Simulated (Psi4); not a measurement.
# SiHClF (SMILES F[SiH]Cl) at UBP86/2ZaPa-NR (sweep point 1)

What is the vertical doublet–quartet gap of SiHClF at UBP86/2ZaPa-NR (sweep point 1)? 

Program for the calculation: Psi4 1.11.

## Step 1: Starting point

SiHClF has 4 atoms, charge 0, and is taken as a doublet. SMILES: `F[SiH]Cl`. Geometry: relaxed at GFN2-xTB.

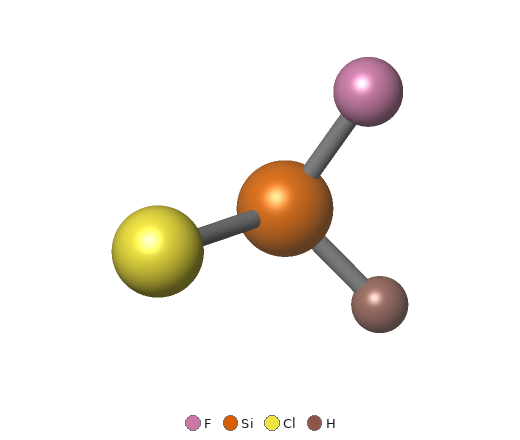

Viewed from a chosen angle; fluorine pink, silicon orange, chlorine yellow, hydrogen brown.

## Step 2: The energy at UBP86/2ZaPa-NR (sweep point 1)

File job.py:

```python
import psi4

psi4.set_memory('1600 MB')
psi4.set_num_threads(1)
psi4.set_output_file('run.log', False)

mol = psi4.geometry("""
0 2
F     -1.87640356    -0.64687215     2.00783401
Si    -0.38718599    -0.42180577    -0.65656644
Cl     3.27419618    -1.03299989     0.14261763
H     -1.01060663     2.10167781    -1.49388519
units au
symmetry c1
""")

psi4.set_options({
    'basis': '2ZaPa-NR',
    'reference': 'uks',
    'puream': True,
    'scf_type': 'pk',
    'dft_radial_points': 99,
    'dft_spherical_points': 590,
    'maxiter': 150,
})

e_tot = psi4.energy('bp86')
print('E =', round(e_tot, 9))
for k, v in sorted(psi4.core.scalar_variables().items()):
    print(f'{k:45s} {v:18.10f}')
```

Command:

```console
python job.py
```

run.log:

```text
[...]
  Running in c1 symmetry.
[...]
  Nuclear repulsion =  141.879665284982593
[...]
  Multiplicity = 2
[...]
  Nalpha       = 21
  Nbeta        = 20
[...]
    Number of basis functions: 78
[...]
   @UKS iter   1:  -850.19759063237211   -1.21645e-01   6.04292e-03 DIIS/ADIIS
[...]
   @UKS iter   9:  -850.29373237316952   -1.92914e-08   9.08927e-07 DIIS
[...]
   @S^2 Observed:                7.514556988E-01
[...]
    Orbital Energies [Eh]
    ---------------------
    Alpha Occupied:
       1A   -100.752418     2A    -65.550336     3A    -24.300081
       4A     -9.209428     5A     -7.029849     6A     -7.023740
       7A     -7.023245     8A     -5.139789     9A     -3.552410
      10A     -3.551832    11A     -3.548438    12A     -1.104391
      13A     -0.791250    14A     -0.518155    15A     -0.427038
      16A     -0.418287    17A     -0.401030    18A     -0.355984
      19A     -0.330868    20A     -0.321545    21A     -0.210417
    Alpha Virtual:
      22A     -0.048415    23A     -0.029491    24A     -0.004062
      25A      0.022881    26A      0.035348    27A      0.042866
[...]
  @UKS Final Energy:  -850.29373237316952
   => Energetics <=
    Nuclear Repulsion Energy =            141.8796652849825932
    One-Electron Energy =               -1458.7901833815917598
    Two-Electron Energy =                 526.7363100801896962
    DFT Exchange-Correlation Energy =     -60.1195243567500768
    Empirical Dispersion Energy =           0.0000000000000000
    VV10 Nonlocal Energy =                  0.0000000000000000
    Total Energy =                       -850.2937323731695187
[...]
 Multipole Moments:
 ------------------------------------------------------------------------------------
     Multipole            Electronic (a.u.)      Nuclear  (a.u.)        Total (a.u.)
 ------------------------------------------------------------------------------------
 L = 1.  Multiply by 2.5417464519 to convert [e a0] to [Debye]
 Dipole X            :          0.7578915           -0.7707794           -0.0128879
 Dipole Y            :         -1.3527835            1.5277147            0.1749312
 Dipole Z            :          1.1600469           -1.6866096           -0.5265627
 Magnitude           :                                                    0.5550092
[...]
```

On the terminal:

```text
E = -850.293732373
CURRENT ENERGY                                   -850.2937323732
CURRENT REFERENCE ENERGY                         -850.2937323732
DD SOLVATION ENERGY                                 0.0000000000
DFT FUNCTIONAL TOTAL ENERGY                      -850.2937323732
DFT TOTAL ENERGY                                 -850.2937323732
DFT VV10 ENERGY                                     0.0000000000
DFT XC ENERGY                                     -60.1195243568
GRID ELECTRONS ALPHA                               21.0000004063
GRID ELECTRONS BETA                                20.0000003495
GRID ELECTRONS TOTAL                               41.0000007558
NUCLEAR REPULSION ENERGY                          141.8796652850
ONE-ELECTRON ENERGY                             -1458.7901833816
PCM POLARIZATION ENERGY                             0.0000000000
PE ENERGY                                           0.0000000000
SCF ITERATION ENERGY                             -850.2937323732
SCF ITERATIONS                                      9.0000000000
SCF TOTAL ENERGY                                 -850.2937323732
TWO-ELECTRON ENERGY                               526.7363100802
XC GRID RADIAL POINTS                              99.0000000000
XC GRID SPHERICAL POINTS                          590.0000000000
XC GRID TOTAL POINTS                           227691.0000000000
```

It took 6.6 s on 1 thread of Intel Xeon 6975P-C (Granite Rapids), shared host; peak memory 0.73 GiB.

## Step 3: The quartet

File job.py:

```python
import psi4

psi4.set_memory('1600 MB')
psi4.set_num_threads(1)
psi4.set_output_file('output.dat', False)

geom = psi4.geometry("""
0 4
F     -1.87640356    -0.64687215     2.00783401
Si    -0.38718599    -0.42180577    -0.65656644
Cl     3.27419618    -1.03299989     0.14261763
H     -1.01060663     2.10167781    -1.49388519
units bohr
symmetry c1
""")

options = {'reference': 'uks', 'puream': True, 'scf_type': 'pk', 'dft_radial_points': 99, 'dft_spherical_points': 590, 'maxiter': 150}
psi4.set_options(options)

e = psi4.energy("bp86/2ZaPa-NR")
print('E =', round(e, 9))
```

Command:

```console
python job.py
```

output.dat:

```text
[...]
  Running in c1 symmetry.
[...]
  Nuclear repulsion =  141.879665284982593
[...]
  Multiplicity = 4
[...]
  Nalpha       = 22
  Nbeta        = 19
[...]
    Number of basis functions: 78
[...]
   @UKS iter   1:  -849.81428856311413    2.61657e-01   7.18544e-03 DIIS/ADIIS
[...]
   @UKS iter  14:  -850.01557399123931   -9.52173e-09   7.50675e-07 DIIS
[...]
   @S^2 Observed:                3.752586055E+00
[...]
    Orbital Energies [Eh]
    ---------------------
    Alpha Occupied:
       1A   -100.830551     2A    -65.547282     3A    -24.324207
       4A     -9.285219     5A     -7.109609     6A     -7.100976
       7A     -7.096247     8A     -5.139125     9A     -3.552238
      10A     -3.550490    11A     -3.548166    12A     -1.126351
      13A     -0.858971    14A     -0.552212    15A     -0.464114
      16A     -0.455125    17A     -0.421477    18A     -0.400981
      19A     -0.393189    20A     -0.376928    21A     -0.220957
      22A     -0.075749
    Alpha Virtual:
      23A     -0.052538    24A     -0.018784    25A      0.012824
[...]
  @UKS Final Energy:  -850.01557399123931
   => Energetics <=
    Nuclear Repulsion Energy =            141.8796652849825932
    One-Electron Energy =               -1457.1911349564386455
    Two-Electron Energy =                 525.3429606259255706
    DFT Exchange-Correlation Energy =     -60.0470649457088470
    Empirical Dispersion Energy =           0.0000000000000000
    VV10 Nonlocal Energy =                  0.0000000000000000
    Total Energy =                       -850.0155739912393074
[...]
 Multipole Moments:
 ------------------------------------------------------------------------------------
     Multipole            Electronic (a.u.)      Nuclear  (a.u.)        Total (a.u.)
 ------------------------------------------------------------------------------------
 L = 1.  Multiply by 2.5417464519 to convert [e a0] to [Debye]
 Dipole X            :          1.6591027           -0.7707794            0.8883233
 Dipole Y            :         -1.3456470            1.5277147            0.1820677
 Dipole Z            :          1.7363384           -1.6866096            0.0497288
 Magnitude           :                                                    0.9081519
[...]
```

Standard output:

```text
E = -850.015573991
```

It took 9.3 s on 1 thread of Intel Xeon 6975P-C (Granite Rapids), shared host; peak memory 0.73 GiB.

## Step 4: What came out

Level: UBP86/2ZaPa-NR (sweep point 1).

```
                                        quantity          value
                           doublet: total energy  -850.29373 Eh
                          doublet: dipole moment         1.41 D
     doublet: HOMO energy (highest over α and β)       -5.73 eV
      doublet: LUMO energy (lowest over α and β)       -4.01 eV
                                   doublet: ⟨S²⟩          0.751
                           quartet: total energy  -850.01557 Eh
                          quartet: dipole moment         2.31 D
     quartet: HOMO energy (highest over α and β)       -2.06 eV
                                   quartet: ⟨S²⟩          3.753
vertical energy of the quartet above the doublet       7.569 eV
```

What this shows: At this shape the quartet lies 7.57 eV (730 kJ/mol) above the doublet.
